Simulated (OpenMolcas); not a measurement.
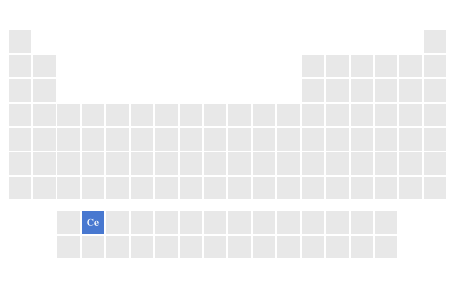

*The place of cerium in the periodic table.*

# Ce³⁺: multiconfigurational calculation

System: Ce³⁺.
Method: state-averaged MS-CASPT2, IPEA shift 0.25, imaginary shift 0.1 hartree, semicore shells correlated, active space 1 electron in the shell 4f, basis ANO-R1, X2C scalar Hamiltonian, spin-orbit coupling by RASSI with atomic mean-field integrals (OpenMolcas).

### The input
```
&GATEWAY
Coord
1

Ce 0.0 0.0 0.0
Basis=ANO-R1
Group=XYZ
NoMove
AngMom=0.0 0.0 0.0
AMFI
&SEWARD
&RASSCF
FileOrb=start.orb
Symmetry=2
Spin=2
nActEl=1 0 0
Inactive=15 12
Ras2=0 7
CIRoot=7 7 1
SDav=7
CIMx=300
Iter=120 100
PrWF=0.3
OrbListing=Nothing
MaxOrb=0
Atom
>>> COPY $Project.JobIph JOB001
&RASSI
NrOfJobIphs=1 7
1 2 3 4 5 6 7
IphNames
JOB001
EJob
SpinOrbit
DIPRint=1.0
SOCoupling=1000.0
Subsets=2
MEES
Property=10
'ANGMOM' 1 'ANGMOM' 2 'ANGMOM' 3 'MLTPL  1' 1 'MLTPL  1' 2 'MLTPL  1' 3
'AMFI' 1 'AMFI' 2 'AMFI' 3 'MLTPL  2' 6
SOProperty=3
'ANGMOM' 1 'ANGMOM' 2 'ANGMOM' 3
>>> COPY JOB001 $Project.JobIph
&CASPT2
Multistate=7 1 2 3 4 5 6 7
Frozen=34 29
IPEA=0.25
Imaginary=0.1
MaxIter=60
WThr=0.0 0.3 0.05
PrWF=0.5
NoMix
```

The file start.orb holds starting orbitals from an earlier step.

Command:
```bash
OMP_NUM_THREADS=1 MOLCAS_MEM=2252 MOLCAS_PROJECT=a pymolcas a.inp > a.log  # once for each step of the input, in one work folder
```

### The program's output (extracts)
```
|       MOLCAS_SOURCE = [file]
  |    MOLCAS_STRUCTURE = 0
  |
   --------------------------------------------------------------------------------------
++ ---------   Input file   ---------
>>> COPY JOB001 $Project.JobIph
&CASPT2
Multistate=7 1 2 3 4 5 6 7
Frozen=34 29
IPEA=0.25
Imaginary=0.1
MaxIter=60
WThr=0.0 0.3 0.05
PrWF=0.5
NoMix
-- ----------------------------------
>>> COPY JOB001 a.JobIph
*** symbolic link created: INPORB -> a.RasOrb
--- Start Module: caspt2 at  ---
()()()()()()()()()()()()()()()()()()()()()()()()()()()()()()()()()()()()()()()()()()()()()()()()()()
                                              &CASPT2
                                   only a single process is used
                       available to each process: 2.3 GB of memory, 1 thread
()()()()()()()()()()()()()()()()()()()()()()()()()()()()()()()()()()()()()()()()()()()()()()()()()()
 ###    WARNING: User changed nr of frozen orbitals.                         ###
 ###    ERROR: Too many frozen orbitals!                                     ###
--- Stop Module: caspt2 at  /rc=_RC_INPUT_ERROR_ ---
.####################.
.# User input error #.
.####################.
```

### Outcome

```
quantity                      value
 outcome     refused by the program
hardware  1 CPU thread, shared host
```

### What went wrong

This input holds a deliberate fault: too many frozen. The program refused the input; the driver noted: CASPT2 spin 2: _RC_INPUT_ERROR_.
